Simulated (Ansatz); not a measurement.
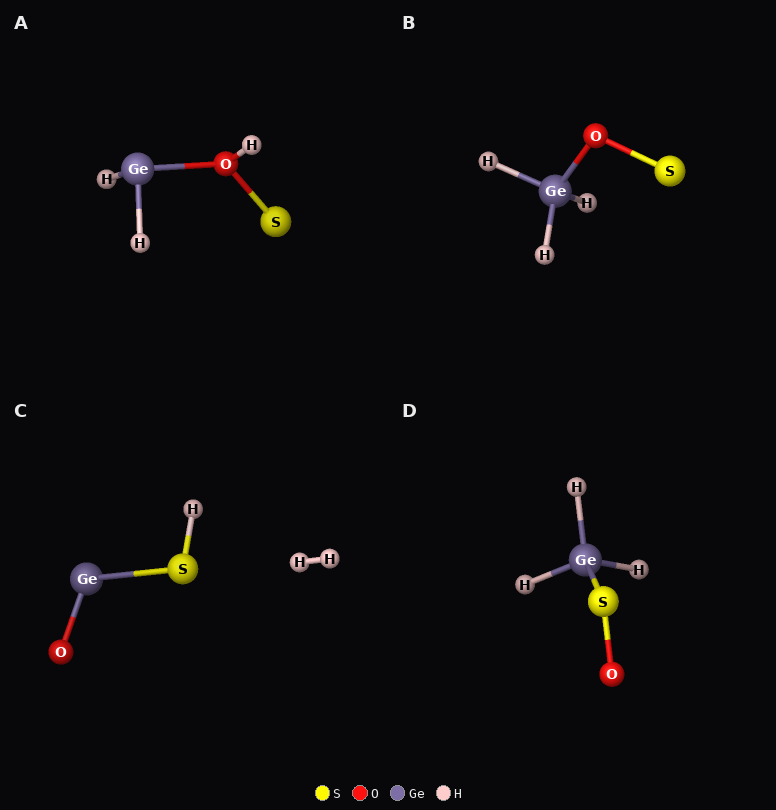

4 stationary structures of one formula. Charge −1, singlet. Geometries: PBE0-D4/def2-TZVPD. Electronic energies: ωB97M-V/def2-TZVPPD (Ansatz 0.2.0), without zero-point energy. No frequency run is at hand to confirm each as a minimum.

Rank them by energy, lowest first.

Answer. C is lowest; B lies 28.4 kcal/mol above it (Cs), D lies 31.4 kcal/mol above it (Cs), A lies 41.3 kcal/mol above it (C1).
